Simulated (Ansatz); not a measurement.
Run report: CH7AsBOSb, nudged elastic band (part 2 of 2)

Continued. System: CH7AsBOSb. Method: RKS PBE0/def2-SVP (Ansatz 0.2.0). The run did not end well. One setting was made poor on purpose. It belongs to a series of runs on one base structure; here: band between the two ends.

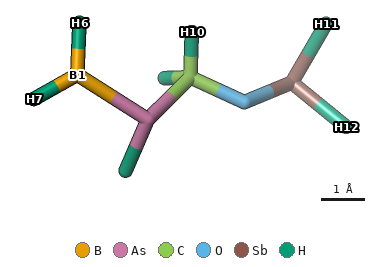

Fig. 1: The input geometry (stick view, seen at a tilt; atoms are numbered from 1 in the order of the input). Sticks mark near contacts.

## The last band as extended XYZ (Å, eV, eV/Å)
```
12
Properties=species:S:1:pos:R:3:forces:R:3 image=0 energy=-71229.29127
B    -0.7442    2.1780    1.7848    0.0000  -0.0015  -0.0012
As   -1.1254    0.3415    1.1903    0.0022   0.0034  -0.0036
C     0.2110   -0.0324   -0.2235   -0.0006  -0.0090   0.0010
O     0.1185   -1.3786   -0.5590   -0.0010   0.0106   0.0007
Sb    1.0152   -2.0061   -2.2528    0.0013  -0.0021  -0.0032
H     0.4010    2.5412    1.9177   -0.0022  -0.0014   0.0004
H    -1.6474    2.8705    2.1868    0.0004  -0.0006   0.0012
H    -2.3818    0.5291    0.3633    0.0014   0.0001   0.0022
H     0.0300    0.6491   -1.0771   -0.0002   0.0000   0.0012
H     1.1889    0.2430    0.2206   -0.0012   0.0000  -0.0020
H     2.5392   -2.3803   -1.5296   -0.0014  -0.0001   0.0015
H     0.4719   -3.6103   -1.9874    0.0012   0.0007   0.0019
12
Properties=species:S:1:pos:R:3:forces:R:3 image=1 energy=-71229.23923
B    -0.7173    2.1498    1.7135    0.0066   0.0053   0.0098
As   -1.1644    0.2686    1.2541    0.0197   0.0183   0.0051
C     0.1516   -0.0760   -0.1828   -0.0026   0.0125  -0.0212
O    -0.0078   -1.3840   -0.6279   -0.0019   0.0166  -0.0338
Sb    1.1049   -1.9149   -2.2233    0.0091  -0.0254  -0.0220
H     0.3787    2.5933    1.4654    0.0722  -0.0180   0.0947
H    -1.4873    2.8161    2.3598   -0.0900   0.0207  -0.0828
H    -2.3951    0.5567    0.4094   -0.0435  -0.0112   0.0863
H     0.0254    0.6777   -0.9837    0.0161   0.0203  -0.0183
H     1.1376    0.1090    0.2925   -0.0049   0.0077  -0.0106
H     2.5088   -2.3206   -1.3026    0.0192  -0.0209  -0.0227
H     0.5418   -3.5309   -2.1403   -0.0001  -0.0258   0.0153
12
Properties=species:S:1:pos:R:3:forces:R:3 image=2 energy=-71229.09482
B    -0.7022    2.1212    1.6624   -0.0023  -0.0010   0.0067
As   -1.2079    0.1968    1.3031    0.0490   0.0081   0.0158
C     0.1089   -0.1138   -0.1464   -0.0007   0.0170  -0.0271
O    -0.0913   -1.3795   -0.6878    0.0025   0.0312  -0.0551
Sb    1.1772   -1.8444   -2.1849    0.0106  -0.0384  -0.0327
H     0.1735    2.6654    1.0320    0.1418  -0.0544   0.0400
H    -1.2060    2.7372    2.5674   -0.2088   0.0257  -0.0501
H    -2.3749    0.6150    0.4068   -0.0384   0.0409   0.1365
H     0.0278    0.6993   -0.8936    0.0179   0.0392  -0.0046
H     1.0972   -0.0045    0.3499   -0.0037   0.0131  -0.0149
H     2.4654   -2.2884   -1.1232    0.0305  -0.0383  -0.0448
H     0.6093   -3.4594   -2.2517    0.0017  -0.0431   0.0301
12
Properties=species:S:1:pos:R:3:forces:R:3 image=3 energy=-71228.92453
B    -0.7133    2.1201    1.6586   -0.0161  -0.0233  -0.0015
As   -1.2763    0.1769    1.2861    0.0364  -0.0306   0.0140
C     0.1047   -0.1180   -0.1290    0.0052   0.0272  -0.0137
O    -0.1072   -1.3649   -0.7084   -0.0034   0.0426  -0.0374
Sb    1.2248   -1.8370   -2.1504   -0.0044  -0.0266  -0.0171
H    -0.2472    2.8122    0.7839    0.0949  -0.0380  -0.0398
H    -0.7884    2.5925    2.7678   -0.1475  -0.0044  -0.0071
H    -2.3429    0.6628    0.2949   -0.0063   0.0505   0.0937
H     0.0618    0.7142   -0.8579    0.0138   0.0552   0.0240
H     1.0813   -0.0511    0.3963    0.0050   0.0209  -0.0107
H     2.4494   -2.3234   -1.0330    0.0270  -0.0379  -0.0439
H     0.6301   -3.4394   -2.2747   -0.0044  -0.0355   0.0395
12
Properties=species:S:1:pos:R:3:forces:R:3 image=4 energy=-71228.88809
B    -0.7091    2.1312    1.7062   -0.0319   0.0006  -0.0909
As   -1.2519    0.1841    1.2987   -0.0094  -0.0155   0.0007
C     0.1360   -0.0895   -0.1396    0.0152   0.0346   0.0209
O    -0.0535   -1.3669   -0.6526    0.0017   0.0238  -0.0020
Sb    1.1558   -1.8785   -2.1903   -0.0135  -0.0039   0.0027
H    -0.8141    3.0019    0.8734   -0.0446   0.0024   0.0010
H    -0.2740    2.4391    2.7908    0.0478  -0.0827  -0.0038
H    -2.3261    0.5988    0.2920    0.0061   0.0115  -0.0040
H     0.0242    0.7045   -0.9028    0.0216   0.0405   0.0482
H     1.1255    0.0372    0.3443    0.0136   0.0131   0.0119
H     2.4913   -2.3266   -1.1889    0.0034  -0.0173  -0.0228
H     0.5727   -3.4907   -2.1971   -0.0099  -0.0073   0.0381
12
Properties=species:S:1:pos:R:3:forces:R:3 image=5 energy=-71229.10871
B    -0.6947    2.1544    1.7239   -0.1135   0.0192  -0.0367
As   -1.1667    0.2499    1.2956   -0.0300   0.0227  -0.0335
C     0.1636   -0.0904   -0.1595    0.0183   0.0253   0.0190
O    -0.0053   -1.3924   -0.6083    0.0177   0.0002   0.0175
Sb    1.0809   -1.9083   -2.2339   -0.0148  -0.0093   0.0121
H    -1.4400    3.0519    1.4208   -0.1253   0.0385   0.1625
H     0.2819    2.4192    2.3807    0.1681  -0.0790  -0.1273
H    -2.3431    0.5219    0.3736   -0.0173   0.0090  -0.0628
H    -0.0147    0.6628   -0.9508    0.0618   0.0089   0.0183
H     1.1635    0.1015    0.2764    0.0287  -0.0003   0.0301
H     2.5096   -2.2936   -1.3422    0.0076  -0.0198  -0.0255
H     0.5418   -3.5322   -2.1423   -0.0014  -0.0153   0.0262
12
Properties=species:S:1:pos:R:3:forces:R:3 image=6 energy=-71229.29127
B    -0.7477    2.1800    1.7862    0.0024  -0.0008   0.0015
As   -1.1194    0.3431    1.1896   -0.0007  -0.0033  -0.0020
C     0.2153   -0.0298   -0.2257   -0.0020  -0.0145  -0.0032
O     0.1197   -1.3757   -0.5616    0.0005   0.0131   0.0027
Sb    1.0150   -2.0085   -2.2541    0.0014   0.0008   0.0001
H    -1.6549    2.8666    2.1889   -0.0008   0.0014   0.0008
H     0.3954    2.5479    1.9227   -0.0002   0.0003  -0.0020
H    -2.3780    0.5211    0.3644   -0.0010   0.0022   0.0010
H     0.0336    0.6523   -1.0788    0.0007   0.0008   0.0015
H     1.1943    0.2440    0.2170   -0.0007   0.0005  -0.0016
H     2.5374   -2.3859   -1.5292   -0.0013  -0.0004   0.0004
H     0.4663   -3.6102   -1.9854    0.0016   0.0000   0.0009
```

The run was set up as follows.

## The input
```yaml
crystal:
  periodic: [false, false, false]
  atoms:
    - { symbol: B, position_ang: [-0.744199, 2.177978, 1.784835] }
    - { symbol: As, position_ang: [-1.1254, 0.341513, 1.19025] }
    - { symbol: C, position_ang: [0.211019, -0.032409, -0.223486] }
    - { symbol: O, position_ang: [0.118528, -1.378557, -0.559039] }
    - { symbol: Sb, position_ang: [1.015181, -2.00608, -2.252819] }
    - { symbol: H, position_ang: [0.400955, 2.541172, 1.917749] }
    - { symbol: H, position_ang: [-1.647371, 2.870496, 2.186766] }
    - { symbol: H, position_ang: [-2.381843, 0.52906, 0.363329] }
    - { symbol: H, position_ang: [0.029977, 0.649131, -1.077145] }
    - { symbol: H, position_ang: [1.18895, 0.243028, 0.220571] }
    - { symbol: H, position_ang: [2.539213, -2.380266, -1.529641] }
    - { symbol: H, position_ang: [0.47189, -3.610264, -1.987369] }
basis:
  gaussian: { orbitals: def2-SVP }
hamiltonian:
  xc: pbe0
neb:
  order_check: false
  images: 5
  f_tol: 0.03
  max_iterations: 41
  max_displacement: 0.5
  optimiser: fire
  final_atoms:
    - { symbol: B, position_ang: [-0.74768926, 2.17999177, 1.78616641] }
    - { symbol: As, position_ang: [-1.11937732, 0.34311112, 1.18956615] }
    - { symbol: C, position_ang: [0.21528935, -0.0297665, -0.22566062] }
    - { symbol: O, position_ang: [0.11968862, -1.37572293, -0.56157113] }
    - { symbol: Sb, position_ang: [1.01500608, -2.00851432, -2.25413488] }
    - { symbol: H, position_ang: [-1.65494261, 2.86657427, 2.18886023] }
    - { symbol: H, position_ang: [0.39539767, 2.54794171, 1.92272241] }
    - { symbol: H, position_ang: [-2.37799823, 0.52113595, 0.36436004] }
    - { symbol: H, position_ang: [0.03355238, 0.65225247, -1.07875009] }
    - { symbol: H, position_ang: [1.19429378, 0.24397885, 0.21696115] }
    - { symbol: H, position_ang: [2.53739972, -2.38594163, -1.52916018] }
    - { symbol: H, position_ang: [0.46627982, -3.61023876, -1.98535848] }
  initial_path:
    images:
      - { positions_ang: [[-0.744199, 2.177978, 1.784835], [-1.1254, 0.341513, 1.19025], [0.211019, -0.032409, -0.223486], [0.118528, -1.378557, -0.559039], [1.015181, -2.00608, -2.252819], [0.400955, 2.541172, 1.917749], [-1.647371, 2.870496, 2.186766], [-2.381843, 0.52906, 0.363329], [0.029977, 0.649131, -1.077145], [1.18895, 0.243028, 0.220571], [2.539213, -2.380266, -1.529641], [0.47189, -3.610264, -1.987369]] }
      - { positions_ang: [[-0.69961822, 2.14486714, 1.71996402], [-1.16381301, 0.28863069, 1.24058568], [0.15379549, -0.06956608, -0.18660123], [0.03955793, -1.38448081, -0.59113272], [1.07295781, -1.9065235, -2.21804135], [0.26602117, 2.58913066, 1.55179628], [-1.41479418, 2.81176343, 2.32435742], [-2.3649364, 0.54586084, 0.35384398], [0.01079699, 0.65456266, -0.99137224], [1.15510357, 0.11821239, 0.27145871], [2.48746952, -2.32338908, -1.33341597], [0.53435933, -3.52426634, -2.10744159]] }
      - { positions_ang: [[-0.65503744, 2.11175627, 1.65509304], [-1.20222602, 0.23574838, 1.29092137], [0.09657198, -0.10672315, -0.14971646], [-0.03941214, -1.39040461, -0.62322645], [1.13073462, -1.806967, -2.18326369], [0.13108733, 2.63708932, 1.18584356], [-1.18221735, 2.75303086, 2.46194884], [-2.34802979, 0.56266168, 0.34435895], [-0.00838302, 0.65999432, -0.90559948], [1.12125714, -0.00660322, 0.32234643], [2.43572604, -2.26651217, -1.13719093], [0.59682866, -3.43826868, -2.22751418]] }
      - { positions_ang: [[-0.61045666, 2.07864541, 1.59022206], [-1.24063903, 0.18286606, 1.34125705], [0.03934848, -0.14388023, -0.11283168], [-0.11838222, -1.39632842, -0.65532017], [1.18851143, -1.7074105, -2.14848604], [-0.0038465, 2.68504799, 0.81989083], [-0.94964053, 2.69429828, 2.59954026], [-2.33112319, 0.57946252, 0.33487393], [-0.02756303, 0.66542598, -0.81982672], [1.08741071, -0.13141883, 0.37323414], [2.38398256, -2.20963525, -0.9409659], [0.65929799, -3.35227102, -2.34758677]] }
      - { positions_ang: [[-0.65620086, 2.11242753, 1.65553684], [-1.20021846, 0.23628108, 1.29069342], [0.09799543, -0.10584232, -0.15044133], [-0.03902527, -1.38945993, -0.62407049], [1.13067631, -1.80777844, -2.18370232], [-0.55421187, 2.74555675, 1.27621397], [-0.50129446, 2.64551276, 2.37393431], [-2.3467482, 0.56002033, 0.34470263], [-0.00719123, 0.66103481, -0.90613451], [1.1230384, -0.00628627, 0.32114315], [2.43512161, -2.26840404, -1.13703066], [0.5949586, -3.43826027, -2.22684401]] }
      - { positions_ang: [[-0.70194506, 2.14620965, 1.72085163], [-1.15979789, 0.2896961, 1.24012978], [0.15664239, -0.06780441, -0.18805098], [0.04033167, -1.38259143, -0.59282081], [1.0728412, -1.90814638, -2.2189186], [-1.10457724, 2.80606551, 1.7325371], [-0.05294839, 2.59672723, 2.14832836], [-2.36237322, 0.54057814, 0.35453133], [0.01318057, 0.65664364, -0.9924423], [1.15866609, 0.11884629, 0.26905215], [2.48626066, -2.32717284, -1.33309542], [0.53061921, -3.52424951, -2.10610124]] }
      - { positions_ang: [[-0.74768926, 2.17999177, 1.78616641], [-1.11937732, 0.34311112, 1.18956615], [0.21528935, -0.0297665, -0.22566062], [0.11968862, -1.37572293, -0.56157113], [1.01500608, -2.00851432, -2.25413488], [-1.65494261, 2.86657427, 2.18886023], [0.39539767, 2.54794171, 1.92272241], [-2.37799823, 0.52113595, 0.36436004], [0.03355238, 0.65225247, -1.07875009], [1.19429378, 0.24397885, 0.21696115], [2.53739972, -2.38594163, -1.52916018], [0.46627982, -3.61023876, -1.98535848]] }
```

Launch command:
```bash
ansatz run input.yaml --threads 2 --pin off --max-ram 3072MiB --backend cpu --events-out ev --progress --plain --runs-dir out
```

## Outcome

| quantity | value |
| --- | --- |
| outcome | not converged |
| barrier, forward (band not converged) | 0.403 eV |
| barrier, backward | 0.403 eV |
| hardware | 2 threads of Arm Neoverse V1, 24 GiB of memory available, shared host |
| wall time | 21 min (CPU time 41 min) |
| peak memory | 0.46 GiB |

## Diagnosis

The run did not converge: “NEB band did not converge after 41 iterations: max|band force component| = 1.09e-1 eV/Å (threshold 3.0e-2); raise `neb.max_iterations` in a new run, which can start from the last band evaluated (`neb.initial_path`, with `crystal.atoms` and `neb.final_atoms` set to its first and last images), add images, or start from endpoints closer to local minima …” Its last values are not results. A deliberately poor setting: step length.
